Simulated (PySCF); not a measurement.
# UCCSDT/STO-3G run of BSiH3 (SMILES B[SiH])

Aim: the energy change on altering one bond length of BSiH3 at UCCSDT/STO-3G, from 2 runs. The job is set up through a Python script.

Program for the calculation: PySCF 2.14.0.

13 further runs of the same task are left out: 1 that didn't finish, 12 set aside as unsound or not needed.

**1. The structure to begin with**

The species is BSiH3 (5 atoms), meant as a triplet with charge 0. SMILES: `B[SiH]`. The shape is that of a GFN2-xTB optimisation.

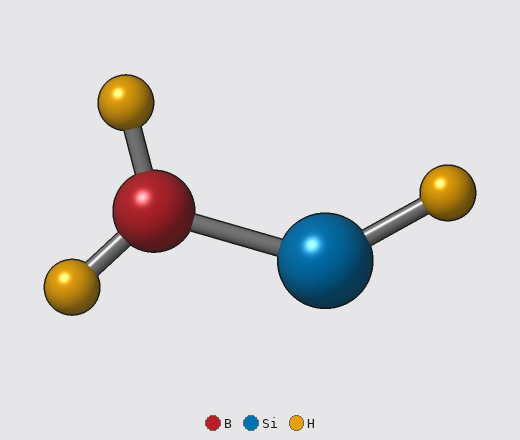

The structure, seen from a chosen angle (boron red, silicon blue, hydrogen amber).

**2. The energy at UCCSDT/STO-3G**

Input file geometry.xyz:

```xyz
5

B     -0.206730    -0.708170     0.126670
Si     0.760780     0.829450    -0.350440
H     -1.303690    -0.620750     0.549520
H      0.263590    -1.779740     0.010050
H      0.486040     2.279200    -0.335800
```

Input file input.py:

```python
# B[SiH]
from pyscf import gto, scf, cc

mol = gto.M(
    atom='geometry.xyz',
    verbose=3,
    spin=2,
    basis='sto-3g',
    max_memory=1860,
)

mf = scf.UHF(mol)
mf.conv_tol = 1e-10
mf.kernel()
if not mf.converged:
    mf = mf.newton().run(mf.mo_coeff, mf.mo_occ)

mycc = cc.CCSDT(mf, frozen=6)
mycc.kernel()
energy = mycc.e_tot
print('E = %.10f Eh' % energy)
```

Started as:

```
$ OMP_NUM_THREADS=1 python input.py
```

The program printed:

```text
WARN: HOMO -0.0280457781080502 >= LUMO -0.0338678493096932

converged SCF energy = -311.594368010742  <S^2> = 2.0036859  2S+1 = 3.0024562
_make_eris_incore_UCCSDT

WARN: A large `blksize_v_aaa` is being used, which may cause large memory consumption
      for storing contraction intermediates. If memory is sufficient, consider using
      `pyscf.cc.uccsdt_highm.UCCSDT` instead.

WARN: A large `blksize_v_aab` is being used, which may cause large memory consumption
      for storing contraction intermediates. If memory is sufficient, consider using
      `pyscf.cc.uccsdt_highm.UCCSDT` instead.

UCCSDT converged
E(UCCSDT) = -311.6807275718892   E_corr = -0.08635956114690639
E_corr(same-spin) = -0.00766715688449717
E_corr(oppo-spin) = -0.0786924042624092
E = -311.6807275719 Eh
```

Wall time 0.92 s (1 thread of Arm Neoverse V2, shared host); peak memory 0.1 GiB.

**3. The distorted shape, same level**

Input file run.py:

```python
from pyscf import gto, cc

mol = gto.M(
    atom='''
B      0.670848    -0.778107    -0.211614
Si     1.638358     0.759513    -0.688724
H     -1.303690    -0.620750     0.549520
H      1.141168    -1.849677    -0.328234
H      1.363618     2.209263    -0.674084
''',
    max_memory=1860,
    verbose=4,
    basis='sto-3g',
    spin=2,
)

calc0 = mol.UHF()
calc0.conv_tol = 1e-10
calc0.kernel()
if not calc0.converged:
    calc0 = calc0.newton().run(calc0.mo_coeff, calc0.mo_occ)

mycc = cc.CCSDT(calc0, frozen=6)
mycc.kernel()
energy = mycc.e_tot
print('E = %.10f Eh' % energy)
```

Started as:

```
$ OMP_NUM_THREADS=1 python run.py
```

The program printed:

```text
PySCF version 2.14.0

[INPUT] num. atoms = 5
[INPUT] num. electrons = 22
[INPUT] charge = 0
[INPUT] spin (= nelec alpha-beta = 2S) = 2
[INPUT] symmetry False subgroup None
[INPUT] Mole.unit = angstrom
[INPUT] Symbol           X                Y                Z      unit          X                Y                Z       unit  Magmom
[INPUT]  1 B      0.670848000000  -0.778107000000  -0.211614000000 AA    1.267718991212  -1.470409125607  -0.399892504124 Bohr   0.0
[INPUT]  2 Si     1.638358000000   0.759513000000  -0.688724000000 AA    3.096047913990   1.435271558047  -1.301499735415 Bohr   0.0
[INPUT]  3 H     -1.303690000000  -0.620750000000   0.549520000000 AA   -2.463617051334  -1.173047491824   1.038442299971 Bohr   0.0
[INPUT]  4 H      1.141168000000  -1.849677000000  -0.328234000000 AA    2.156494982118  -3.495382948907  -0.620272364770 Bohr   0.0
[INPUT]  5 H      1.363618000000   2.209263000000  -0.674084000000 AA    2.576864558527   4.174902007135  -1.273834144951 Bohr   0.0

nuclear repulsion = 34.4295693898817
number of shells = 11
number of NR pGTOs = 51
number of NR cGTOs = 17
basis = sto-3g
ecp = {}

******** <class 'pyscf.scf.uhf.UHF'> ********
method = UHF
initial guess = minao
damping factor = 0
level_shift factor = 0
DIIS = <class 'pyscf.scf.diis.CDIIS'>
diis_start_cycle = 1
diis_space = 8
diis_damp = 0
SCF conv_tol = 1e-10
SCF conv_tol_grad = None
SCF max_cycles = 50
direct_scf = True
direct_scf_tol = 1e-13
number electrons alpha = 12  beta = 10
Set gradient conv threshold to 1e-05
init E= -310.96851611363
[... the frontier-level lines of each cycle are left out ...]


cycle= 1 E= -311.336588007339  delta_E= -0.368  |g|= 0.158  |ddm|= 1.85
cycle= 2 E= -311.384521151924  delta_E= -0.0479  |g|= 0.077  |ddm|= 0.444
cycle= 3 E= -311.401794236676  delta_E= -0.0173  |g|= 0.0613  |ddm|= 0.223
cycle= 4 E= -311.417382331882  delta_E= -0.0156  |g|= 0.0531  |ddm|= 0.223
cycle= 5 E= -311.43436020086  delta_E= -0.017  |g|= 0.0258  |ddm|= 0.336
cycle= 6 E= -311.437205849628  delta_E= -0.00285  |g|= 0.00855  |ddm|=  0.2
cycle= 7 E= -311.437195048621  delta_E= 1.08e-05  |g|= 0.00723  |ddm|= 0.0633
cycle= 8 E= -311.437329265086  delta_E= -0.000134  |g|= 0.00596  |ddm|= 0.0876
cycle= 9 E= -311.437445903804  delta_E= -0.000117  |g|= 0.000674  |ddm|= 0.0308
cycle= 10 E= -311.437446642853  delta_E= -7.39e-07  |g|= 0.000507  |ddm|= 0.00423
cycle= 11 E= -311.43744750856  delta_E= -8.66e-07  |g|= 8.09e-05  |ddm|= 0.00265
cycle= 12 E= -311.43744752179  delta_E= -1.32e-08  |g|= 5.06e-05  |ddm|= 0.00067
cycle= 13 E= -311.437447530138  delta_E= -8.35e-09  |g|= 1.53e-05  |ddm|= 0.000214
cycle= 14 E= -311.437447531024  delta_E= -8.85e-10  |g|= 2.99e-06  |ddm|= 9.81e-05
cycle= 15 E= -311.437447531068  delta_E= -4.5e-11  |g|= 1.92e-06  |ddm|= 1.56e-05
Extra cycle  E= -311.437447531082  delta_E= -1.33e-11  |g|= 1.63e-06  |ddm|= 5.01e-06
converged SCF energy = -311.437447531082  <S^2> = 2.5893625  2S+1 = 3.3700816

******** <class 'pyscf.cc.uccsdt.UCCSDT'> ********
UCCSDT nocc = (np.int64(6), np.int64(4)), nmo = (11, 11)
Allocating only the i<=j<=k part of the T3 amplitude in memory
frozen orbitals 6
max_cycle = 50
conv_tol = 1e-07
conv_tol_normt = 1e-06
diis with the T3 amplitude
diis_space = 6
diis_start_cycle = 0
diis_start_energy_diff = 1e+09
einsum_backend: numpy
_make_eris_incore_UCCSDT
blksize_o_aaa     6    blksize_v_aaa     7
blksize_o_aab     6    blksize_v_aab     7

WARN: A large `blksize_v_aaa` is being used, which may cause large memory consumption
      for storing contraction intermediates. If memory is sufficient, consider using
      `pyscf.cc.uccsdt_highm.UCCSDT` instead.

WARN: A large `blksize_v_aab` is being used, which may cause large memory consumption
      for storing contraction intermediates. If memory is sufficient, consider using
      `pyscf.cc.uccsdt_highm.UCCSDT` instead.

Approximate memory usage estimate
    T3 memory                65.0 KB
    R3 memory                65.0 KB
    ERIs memory               343 KB
    T1-ERIs memory            343 KB
    Intermediates memory      343 KB
    Block workspace           579 KB
Init t2, MP2 energy = -0.0521462349793972
Init E_corr(UCCSDT) = -0.052146234984358
cycle =  1  E_corr(UCCSDT) = -0.067891895248  dE = -1.574566026408e-02  norm(d tamps) = 8.24546651e-02
cycle =  2  E_corr(UCCSDT) = -0.075949204779  dE = -8.057309530646e-03  norm(d tamps) = 5.69193280e-02
cycle =  3  E_corr(UCCSDT) = -0.089028682830  dE = -1.307947805133e-02  norm(d tamps) = 4.61748885e-02
cycle =  4  E_corr(UCCSDT) = -0.094756895840  dE = -5.728213009263e-03  norm(d tamps) = 3.10693666e-02
cycle =  5  E_corr(UCCSDT) = -0.099667825152  dE = -4.910929311972e-03  norm(d tamps) = 2.22151645e-02
cycle =  6  E_corr(UCCSDT) = -0.102385424931  dE = -2.717599779085e-03  norm(d tamps) = 1.37584222e-02
cycle =  7  E_corr(UCCSDT) = -0.103115028864  dE = -7.296039330191e-04  norm(d tamps) = 8.41951760e-03
cycle =  8  E_corr(UCCSDT) = -0.104140819211  dE = -1.025790347050e-03  norm(d tamps) = 6.20612369e-03
cycle =  9  E_corr(UCCSDT) = -0.104640180021  dE = -4.993608098126e-04  norm(d tamps) = 4.16320779e-03
cycle = 10  E_corr(UCCSDT) = -0.104810657491  dE = -1.704774706890e-04  norm(d tamps) = 2.66699665e-03
cycle = 11  E_corr(UCCSDT) = -0.104863255880  dE = -5.259838893987e-05  norm(d tamps) = 1.70622820e-03
cycle = 12  E_corr(UCCSDT) = -0.104890747063  dE = -2.749118270171e-05  norm(d tamps) = 1.17181644e-03
cycle = 13  E_corr(UCCSDT) = -0.104934664614  dE = -4.391755097480e-05  norm(d tamps) = 8.09672141e-04
cycle = 14  E_corr(UCCSDT) = -0.104982192631  dE = -4.752801716743e-05  norm(d tamps) = 5.63499024e-04
cycle = 15  E_corr(UCCSDT) = -0.105007018511  dE = -2.482588018167e-05  norm(d tamps) = 3.81390500e-04
cycle = 16  E_corr(UCCSDT) = -0.105011309821  dE = -4.291310109400e-06  norm(d tamps) = 2.86302489e-04
cycle = 17  E_corr(UCCSDT) = -0.105000811369  dE =  1.049845197060e-05  norm(d tamps) = 2.20737478e-04
cycle = 18  E_corr(UCCSDT) = -0.104985631948  dE =  1.517942167482e-05  norm(d tamps) = 1.56532403e-04
cycle = 19  E_corr(UCCSDT) = -0.104974195281  dE =  1.143666661958e-05  norm(d tamps) = 1.10858981e-04
cycle = 20  E_corr(UCCSDT) = -0.104968779480  dE =  5.415801305531e-06  norm(d tamps) = 8.29370766e-05
cycle = 21  E_corr(UCCSDT) = -0.104964387353  dE =  4.392126529196e-06  norm(d tamps) = 6.77386318e-05
cycle = 22  E_corr(UCCSDT) = -0.104960125186  dE =  4.262166820132e-06  norm(d tamps) = 5.34684480e-05
cycle = 23  E_corr(UCCSDT) = -0.104955361645  dE =  4.763541523678e-06  norm(d tamps) = 4.05353870e-05
cycle = 24  E_corr(UCCSDT) = -0.104951770844  dE =  3.590801093689e-06  norm(d tamps) = 2.92581262e-05
cycle = 25  E_corr(UCCSDT) = -0.104949229038  dE =  2.541806333550e-06  norm(d tamps) = 2.23173669e-05
cycle = 26  E_corr(UCCSDT) = -0.104947632074  dE =  1.596963996750e-06  norm(d tamps) = 1.72728495e-05
cycle = 27  E_corr(UCCSDT) = -0.104946918850  dE =  7.132235593510e-07  norm(d tamps) = 1.35998927e-05
cycle = 28  E_corr(UCCSDT) = -0.104946618036  dE =  3.008141781641e-07  norm(d tamps) = 1.08351524e-05
cycle = 29  E_corr(UCCSDT) = -0.104946578743  dE =  3.929307404449e-08  norm(d tamps) = 8.03062345e-06
cycle = 30  E_corr(UCCSDT) = -0.104946708127  dE = -1.293843016198e-07  norm(d tamps) = 5.80191522e-06
cycle = 31  E_corr(UCCSDT) = -0.104946888601  dE = -1.804735522970e-07  norm(d tamps) = 4.24935894e-06
cycle = 32  E_corr(UCCSDT) = -0.104947116921  dE = -2.283204503239e-07  norm(d tamps) = 3.33601335e-06
cycle = 33  E_corr(UCCSDT) = -0.104947354347  dE = -2.374261016402e-07  norm(d tamps) = 2.53715834e-06
cycle = 34  E_corr(UCCSDT) = -0.104947598644  dE = -2.442967920180e-07  norm(d tamps) = 1.92941273e-06
cycle = 35  E_corr(UCCSDT) = -0.104947787192  dE = -1.885483237596e-07  norm(d tamps) = 1.44557602e-06
cycle = 36  E_corr(UCCSDT) = -0.104947892728  dE = -1.055356782242e-07  norm(d tamps) = 1.13250077e-06
cycle = 37  E_corr(UCCSDT) = -0.104947988022  dE = -9.529449737644e-08  norm(d tamps) = 9.57198558e-07
UCCSDT converged
E(UCCSDT) = -311.5423955191042   E_corr = -0.1049479880223967
E_corr(same-spin) = -0.00770045895698055
E_corr(oppo-spin) = -0.0972475290654161
E = -311.5423955191 Eh
```

It took 1.6 s on 1 thread of Arm Neoverse V2, shared host; peak memory 0.12 GiB.

**4. Outcome**

Level: UCCSDT/STO-3G, 6 core orbitals frozen.

| quantity | value |
| --- | --- |
| first shape: total energy | -311.68073 Eh |
| first shape: dipole moment (Hartree–Fock density) | 1.18 D |
| first shape: HOMO energy (Hartree–Fock orbitals) (highest over α and β) | -5.61 eV |
| first shape: LUMO energy (Hartree–Fock orbitals) (lowest over α and β) | 5.82 eV |
| first shape: correlation energy (6 core orbitals frozen) | -86.4 mEh |
| first shape: ⟨S²⟩ of the reference determinant | 2.004 |
| first shape: T1 diagnostic | 0.023 |
| distorted shape: total energy | -311.54240 Eh |
| distorted shape: dipole moment (Hartree–Fock density) | 1.11 D |
| distorted shape: HOMO energy (Hartree–Fock orbitals) (highest over α and β) | -5.53 eV |
| distorted shape: LUMO energy (Hartree–Fock orbitals) (lowest over α and β) | 5.57 eV |
| distorted shape: correlation energy (6 core orbitals frozen) | -104.9 mEh |
| distorted shape: ⟨S²⟩ of the reference determinant | 2.589 |
| distorted shape: T1 diagnostic | 0.077 |
| energy change with the B1–H3 bond stretched from 1.179 to 2.122 Å | 3.764 eV |

In words: With the B1–H3 bond stretched from 1.179 to 2.122 Å the energy rises by 3.76 eV (363 kJ/mol). The first shape isn't relaxed at this level, so the change isn't measured from a minimum. The minimal basis adds a large error of its own. ⟨S²⟩ (distorted shape) is 2.59 where a pure triplet has 2.00: the reference is spin-contaminated. The T1 diagnostic (distorted shape) of 0.077 is above the customary mark for such species, so a single reference may not serve.
